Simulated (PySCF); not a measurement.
# CH2Se (methaneselone): levels of theory compared

Aim: a comparison of 6 runs (B3LYP/def2-TZVPP, BHLYP/def2-TZVPP, PBE0/def2-TZVPP, r2SCAN/def2-TZVPP, wB97X/def2-TZVPP, CCSD(T)/def2-TZVPP) of CH2Se (methaneselone). Input form: a Python script.

Program for the calculation: PySCF 2.14.0.

1 further run of the same task is left out (set aside as unsound or not needed).

### Step 1. Starting point

CH2Se: 4 atoms, total charge 0, spin state singlet. As SMILES, `C=[Se]`. The coordinates come from a PBE0-D4/def2-TZVP relaxation.

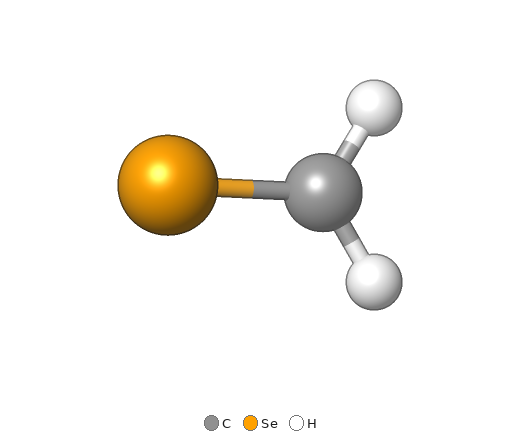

The structure, seen from a chosen angle (carbon grey, selenium orange, hydrogen white).

### Step 2. The energy at B3LYP/def2-TZVPP (run 1)

run.py

```python
from pyscf import gto, dft

mol = gto.M(
    atom='''
C     -0.244606    -0.051835    -0.128842
Se     2.615589     0.554408     1.377950
H     -1.108381    -1.915672    -0.101233
H     -1.262602     1.413099    -1.147839
''',
    max_memory=1860,
    unit='bohr',
    charge=0,
    basis='def2-tzvpp',
    verbose=3,
)

ks = dft.RKS(mol)
ks.xc = 'b3lyp'
ks.grids.level = 5
ks.conv_tol = 1e-10
ks.kernel()
if not ks.converged:
    ks = ks.newton().run(ks.mo_coeff, ks.mo_occ)

e_tot = ks.e_tot
print(f'total energy: {e_tot:.8f} hartree')
```

Started as:

```
$ OMP_NUM_THREADS=1 python run.py
```

The log of the run:

```text
converged SCF energy = -2440.87336048751
total energy: -2440.87336049 hartree
```

Wall time 12 s (1 thread of Arm Neoverse V1, shared host); peak memory 0.55 GiB.

### Step 3. The energy at BHLYP/def2-TZVPP (run 2)

run.py

```python
from pyscf import gto, dft

mol = gto.M(
    atom='''
C     -0.129440    -0.027430    -0.068180
Se     1.384110     0.293380     0.729180
H     -0.586530    -1.013730    -0.053570
H     -0.668140     0.747780    -0.607410
''',
    max_memory=1860,
    charge=0,
    verbose=3,
    basis='def2-tzvpp',
)

mf = dft.RKS(mol, xc='bhandhlyp')
mf.grids.level = 5
mf.conv_tol = 1e-10
mf.kernel()
if not mf.converged:
    mf = mf.newton().run(mf.mo_coeff, mf.mo_occ)

energy = mf.e_tot
print('E = %.10f Eh' % energy)
```

Started as:

```
$ OMP_NUM_THREADS=1 python run.py
```

The log of the run:

```text
converged SCF energy = -2440.79287357227
E = -2440.7928735723 Eh
```

Run time: 19 s. Hardware: 1 thread of Arm Neoverse V1, shared host; peak memory 0.55 GiB.

### Step 4. The energy at PBE0/def2-TZVPP (run 3)

job.py

```python
# C=[Se]
from pyscf import gto, dft

mol = gto.M(
    atom='''
C     -0.244606    -0.051835    -0.128842
Se     2.615589     0.554408     1.377950
H     -1.108381    -1.915672    -0.101233
H     -1.262602     1.413099    -1.147839
''',
    basis='def2-tzvpp',
    unit='bohr',
    charge=0,
    spin=0,
    verbose=4,
    max_memory=1860,
)

mf = dft.RKS(mol, xc='pbe0')
mf.grids.level = 5
mf.conv_tol = 1e-10
mf.kernel()
if not mf.converged:
    mf = mf.newton().run(mf.mo_coeff, mf.mo_occ)

e_tot = mf.e_tot
print('E(%s) = %.9f' % ('PBE0', e_tot))
```

Started as:

```
$ OMP_NUM_THREADS=1 python job.py
```

The log of the run:

```text
PySCF version 2.14.0

[... 71 lines left out ...]
converged SCF energy = -2440.49748316045
E(PBE0) = -2440.497483160
```

Wall time 13 s (1 thread of Arm Neoverse V1, shared host); peak memory 0.55 GiB.

Runs 4 to 5 aren't shown in full; the table further down has their settings and results.

### Step 5. The energy at CCSD(T)/def2-TZVPP (run 6)

input.py

```python
# C=[Se]
from pyscf import gto, scf, cc

molecule = gto.M(
    atom='''
C   -0.129440  -0.027430  -0.068180
Se   1.384110   0.293380   0.729180
H   -0.586530  -1.013730  -0.053570
H   -0.668140   0.747780  -0.607410
''',
    max_memory=1860,
    basis='def2-tzvpp',
    verbose=3,
)

calc0 = scf.RHF(molecule)
calc0.conv_tol = 1e-10
calc0.kernel()
if not calc0.converged:
    calc0 = calc0.newton().run(calc0.mo_coeff, calc0.mo_occ)

mycc = cc.CCSD(calc0, frozen=10)
mycc.kernel()
e_t = mycc.ccsd_t()
energy = mycc.e_tot + e_t
print(f'total energy: {energy:.8f} hartree')
```

Started as:

```
$ OMP_NUM_THREADS=1 python input.py
```

The log of the run:

```text
converged SCF energy = -2438.84671737453
E(CCSD) = -2439.294617922023  E_corr = -0.447900547495599
CCSD(T) correction = -0.0204634853727209
total energy: -2439.31508141 hartree
```

Wall time 61 s (1 thread of Arm Neoverse V1, shared host); peak memory 0.73 GiB.

### Step 6. All runs side by side

```tsv
run	level	integration grid	frozen core orbitals	energy (Eh)	dipole moment (D) of the reference	HOMO energy (eV)	LUMO energy (eV)	wall time
1	B3LYP/def2-TZVPP	5	–	-2440.873360	1.51	-6.20	-2.98	12 s
2	BHLYP/def2-TZVPP	5	–	-2440.792874	1.66	-7.44	-1.74	19 s
3	PBE0/def2-TZVPP	5	–	-2440.497483	1.55	-6.43	-2.78	13 s
4	r2SCAN/def2-TZVPP	5	–	-2440.794790	1.60	-5.49	-3.61	27 s
5	wB97X/def2-TZVPP	5	–	-2440.852247	1.56	-8.73	-0.60	27 s
6	CCSD(T)/def2-TZVPP	–	10	-2439.315081	1.98	-9.01	0.80	61 s
```

### Step 7. Summary of results

| quantity | value |
| --- | --- |
| run 6: total energy | -2439.31508 Eh |
| run 6: dipole moment (Hartree–Fock density) | 1.98 D |
| run 6: HOMO energy (Hartree–Fock orbitals) | -9.01 eV |
| run 6: LUMO energy (Hartree–Fock orbitals) | 0.80 eV |
| run 6: HOMO–LUMO gap (Hartree–Fock orbitals) | 9.80 eV |
| run 6: correlation energy (10 core orbitals frozen) | -468.4 mEh |
| run 6: (T) correction | -20.46 mEh |
| run 6: T1 diagnostic | 0.015 |

In words: Over runs 1, 2, 3, 4, 5 the dipole moment (its size) runs from 1.51 D (B3LYP/def2-TZVPP) to 1.66 D (BHLYP/def2-TZVPP). Over runs 1, 2, 3, 4, 5 the HOMO–LUMO gap runs from 1.88 eV (r2SCAN/def2-TZVPP) to 8.13 eV (wB97X/def2-TZVPP). Totals of different functionals can't be ranked against each other. All runs together took 2.6 min, the longest 61 s.
